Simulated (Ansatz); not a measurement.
SiNH4F: several calculations on one system

**1. Relaxation**

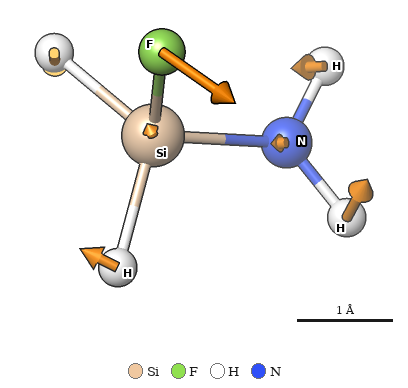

A relaxation of SiNH4F. The starting structure is drawn; orange arrows show the displacements, magnified 5 times. The two geometries are superimposed by the best rigid fit.

Style: ball-and-stick. Shown at a tilt.

The run prepares an end point of a later path (reaction) calculation, from a guessed geometry.

Level of theory: Ansatz, RKS CAM-B3LYP/def2-SVP.

Input file:
```yaml
crystal:
  periodic: [false, false, false]
  atoms:
    - { symbol: Si, position_ang: [0.183177, -0.074222, 0.039685] }
    - { symbol: F, position_ang: [0.08167, 0.173325, 1.615811] }
    - { symbol: H, position_ang: [1.616567, -0.27671, 0.151457] }
    - { symbol: H, position_ang: [-0.290284, 1.125226, -0.687169] }
    - { symbol: "N", position_ang: [-0.681186, -1.403767, -0.570288] }
    - { symbol: H, position_ang: [-0.470628, -2.364651, -0.328571] }
    - { symbol: H, position_ang: [-1.579817, -1.308702, -1.026426] }
basis:
  gaussian: { orbitals: def2-SVP }
hamiltonian:
  xc: cam_b3lyp
relax:
  f_tol: 0.03
  max_steps: 50
```

Launched with:
```bash
ansatz run input.yaml --threads 1 --pin off --max-ram 2048MiB --backend cpu --events-out ev --progress --plain --runs-dir out
```

### What happened in the run?

The atom that moves furthest after the best rigid fit is F2 (0.22 Å). By element the largest moves are F 0.22 Å, H 0.17 Å, N 0.04 Å, Si 0.03 Å. Near-neighbour distances that change, for instance: Si1–H3 1.452 → 1.482 Å, Si1–F2 1.599 → 1.627 Å, Si1–N5 1.699 → 1.704 Å. Among the angles between lasting bonds that change: F2–Si1–H3 90.5° → 105.8°, H3–Si1–N5 114.9° → 108.8°, H3–Si1–H4 117.8° → 114.0°. Over 3 accepted moves (4 points after the start) the energy falls by 5.20 kcal/mol. The largest force component goes from 1.3 to 0.022 eV/Å. The line search rejected the trial step at point 2 of the run. The run took 6.9 s on 1 thread of Intel(R) Xeon(R) Platinum 8488C (Sapphire Rapids), with other jobs on the host, peak memory 0.16 GiB.

**2. Relaxation**

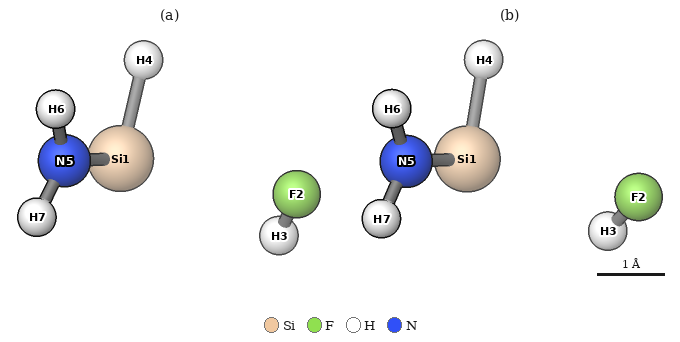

The structure of SiNH₄F before (left) and after (right) a relaxation, at one scale.

A ball-and-stick model, seen at a tilt.

The run prepares an end point of a later path (reaction) calculation, from a guessed geometry.

These are results of RKS CAM-B3LYP/def2-SVP (Ansatz 0.2.0), not measurements. Settings: no spin polarisation; force threshold 0.03 eV/Å; at most 50 steps.

Q: Describe what moved and what it gained.

A: Over 5 accepted moves (7 points after the start) the energy falls by 0.014 eV. Largest force component: 0.21 eV/Å at the start, 0.022 eV/Å at the end. The line search rejected the trial steps at points 3, 5 of the run. H3 moves most after the best rigid fit: 0.18 Å. By element the largest moves are H 0.18 Å, Si 0.11 Å, F 0.05 Å, N 0.03 Å. Near-neighbour distances that change, for instance: F2–H3 0.926 → 0.935 Å, Si1–H4 1.529 → 1.521 Å. Cost: 9.6 s on 1 thread of Intel(R) Xeon(R) Platinum 8488C (Sapphire Rapids), on a shared host, peak memory 0.15 GiB.

Limits of the set-up: the start holds two separate molecules, 2.7 Å apart at their closest, whose relative position is a soft coordinate and is computed without a dispersion correction.

**3. Path**

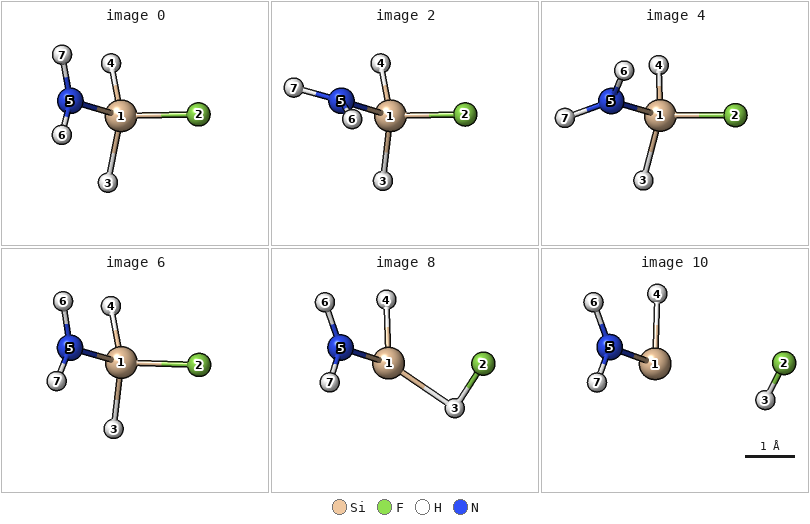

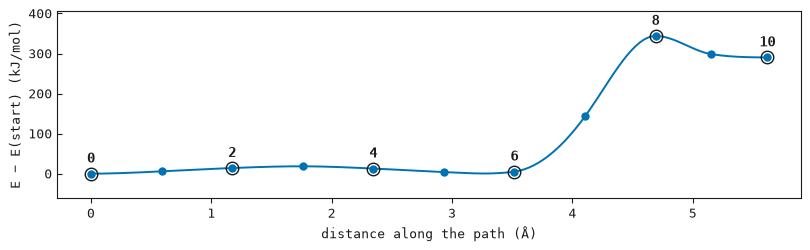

A nudged-elastic-band calculation for SiNH$_{4}$F. Images are numbered from 0 (start) to 10 (end). A ball-and-stick model, seen from a free direction.

The calculation used Ansatz 0.2.0, RKS CAM-B3LYP/def2-SVP. Set-up: 9 movable images; climbing image; force threshold 0.05 eV/Å; iteration limit 60; starting path through a guess of the saddle point.

### Describe the mechanism and the energy profile.

Forward barrier 343.8 kJ/mol, backward barrier 53.6 kJ/mol, with image 8 at the top; the reaction energy is +290.2 kJ/mol. The path has more than one stage, and so few images may leave a stage unresolved. Breaking: Si1–F2 (1.63 → 2.00 at the top → 2.72 Å), Si1–H3 (1.48 → 1.63 at the top → 2.39 Å). Forming: F2–H3 (2.48 → 1.18 at the top → 0.93 Å). The band converged in 17 iterations. The largest component of the band force went from 17 to 0.023 eV/Å. The climbing image converged on the top of the path. Its vibrational analysis gives one imaginary mode (1263i cm⁻¹), as a transition state must have.

The run took 2.8 min on 1 thread of Intel(R) Xeon(R) Platinum 8488C (Sapphire Rapids), with other jobs on the host, peak memory 0.15 GiB.
